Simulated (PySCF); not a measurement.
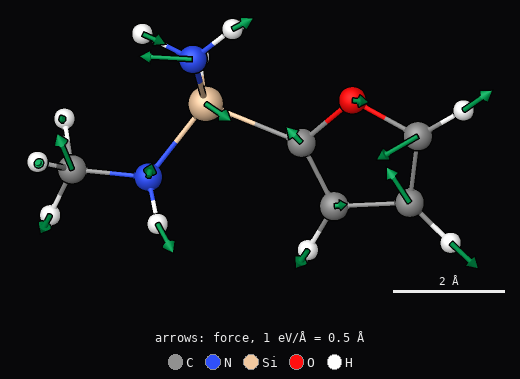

Starting geometry of C5H10N2OSi with the computed forces as green arrows. The picture is a ball-and-stick view, seen at a tilt.

The start comes from GFN2-xTB. Its atoms were then displaced at random by about 0.01 Å.

Method: PySCF 2.14.0, density-fitted response routines, PBE0-D3(BJ)/def2-SVP geometry optimisation, gas phase. 

> Is this structure relaxed? If not, where do the atoms go?

It isn't relaxed: the largest force vector, on an N atom, is 2.02 eV/Å. The final displacements have little in common with the starting forces (cosine between the two patterns 0.04). The largest moves after the best rigid fit, 0.59 Å, are those of H atoms. Largest moves by element: H 0.59 Å, N 0.35 Å, C 0.26 Å, Si 0.20 Å, O 0.02 Å. Near-neighbour distances that change, for instance: H–Si 1.457 → 1.498 Å, C–H 1.052 → 1.088 Å, C–H 1.074 → 1.105 Å, H–N 0.987 → 1.015 Å. Bond angles that change, for instance: Si–N–H 116.9° → 123.0°, C–N–H 110.2° → 114.0°, C–N–Si 123.4° → 127.1°. Groups turn about N–Si by about 25°, N–Si by about 25°. The energy falls by 28.7 kJ/mol in 14 geometry steps. Cost: 6.4 min on 1 thread of Arm Neoverse N1, with other jobs on the host.
